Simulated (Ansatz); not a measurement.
The starting structures come from a database of crystals and need not be the phases stable at ambient conditions.

 Where the default PAW files enter, the runs use the earlier of Ansatz's two default sets.

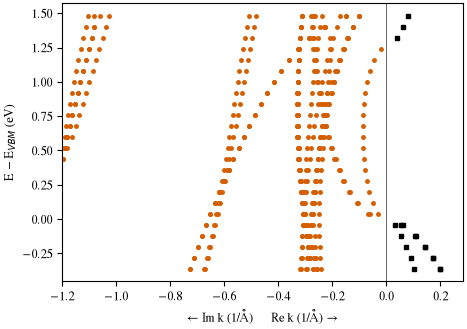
Figure: Complex bands at the centre of the two-dimensional zone; r2SCAN in Ansatz (a program for electronic structure)

The gap is the functional's own. No spin-orbit coupling. Mid-gap values are interpolated on the energy grid.

### Question
This is ZnSnP₂ (I-42d, chalcopyrite, not sure to be the ambient phase, 8 atoms a cell, 22.6 Å³ an atom) along the normal of (100). Read off the slowest decay at the centre of the two-dimensional zone at 0.60 eV, the computed energy nearest the middle of the gap.

### Answer
κ ≈ 0.09 1/Å, a decay length 1/(2κ) of the density of 5.8 Å.
